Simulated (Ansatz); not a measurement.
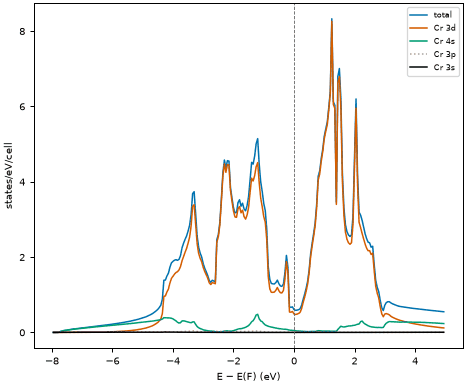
Fig. 1. Total and projected density of states of Cr (bcc (W type), Im-3m), the program Ansatz at the PBE level (PAW)

Problem. Which orbitals carry the states next to the Fermi level?

Solution. Within 0.5 eV of the Fermi level: Cr 3d 88 %, Cr 4s 5 %, outside the projected shells 6 %. Projections are on Löwdin-orthogonalised atomic valence shells; empty p or d shells of many metals are not among them.

Problem. Where is the tallest occupied peak in this window, and what makes it?

Solution. Near -1.2 eV, about 5.1 states/eV per cell; the largest projected share is Cr 3d.

The PBE relaxation kept the symmetry of its start, as lowered by the spin order. Magnetic state: antiferromagnetic, chosen from 3 collinear starts compared on coarse meshes (ties went to the first, and starts can fall back to one state), not a proven ground state. Textbook magnetic order: a spin-density-wave antiferromagnet.

Potentials: the earlier of the program's two PAW sets.
